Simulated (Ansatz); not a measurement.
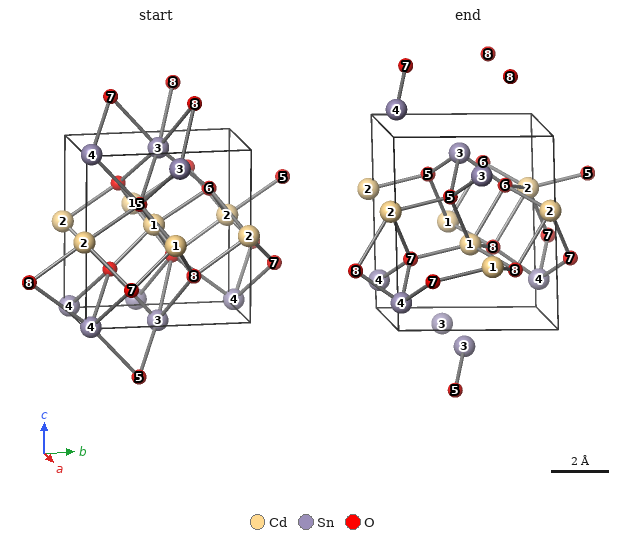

The structure of crystalline CdSnO2 (a generated structure, set up in P1) (coarse preliminary run) before (left) and after (right) a relaxation, at one scale.

The picture is a ball-and-stick view of the cell of the calculation, seen slightly off an axis.

These are results of DFT PBE, scalar-relativistic, plane waves, PAW (Ansatz 0.2.0), not measurements. (plane-wave cutoff 420 eV; k-point mesh 6 × 4 × 4; occupations gaussian; smearing width 0.2 eV; no spin polarisation; cell and atoms relaxed; force threshold 0.025 eV/Å; at most 60 steps)

**Describe what moved and what it gained.**

The run was cut off at its time limit before the relaxation converged, so the last structure is only a point on the way. Over 14 geometry steps the energy falls by 406 meV per atom. The largest force component goes from 2.3 to 0.23 eV/Å. Pressure: −2.35 GPa at the start and −0.14 GPa at the end. Cd1 moves most relative to the cell: 1.02 Å along [1 1 −3]. Largest moves by element: Cd 1.02 Å, Sn 1.00 Å, O 0.53 Å. The drawn cell changes as follows: a 3.486 → 3.460 Å (−0.8 %), b 5.945 → 5.766 Å (−3.0 %), c 6.279 → 7.012 Å (+11.7 %), α 90.5° → 93.8°, β 88.9° → 91.0°, γ 89.6° → 88.5°; the volume changes by +7.3 %. Near-neighbour distances that change, for instance: Sn4–O5 2.610 → 3.862 Å, Sn3–O7 2.660 → 3.861 Å, Sn3–O8 2.664 → 3.790 Å, Sn3–O8 (another image) 2.905 → 3.939 Å. Bonds break: Cd1–O5 (2.37 → 3.12 Å). Among the angles between lasting bonds that change: O7–Cd1–O8 82.3° → 121.2°, O5–Cd2–O8 169.9° → 134.1°, O6–Cd1–O7 167.3° → 133.6°. The space group stays P1 (No. 1). Cost: 5.3 min on 1 thread of Intel(R) Xeon(R) 6975P-C (Granite Rapids) (shared host), peak memory 0.64 GiB.
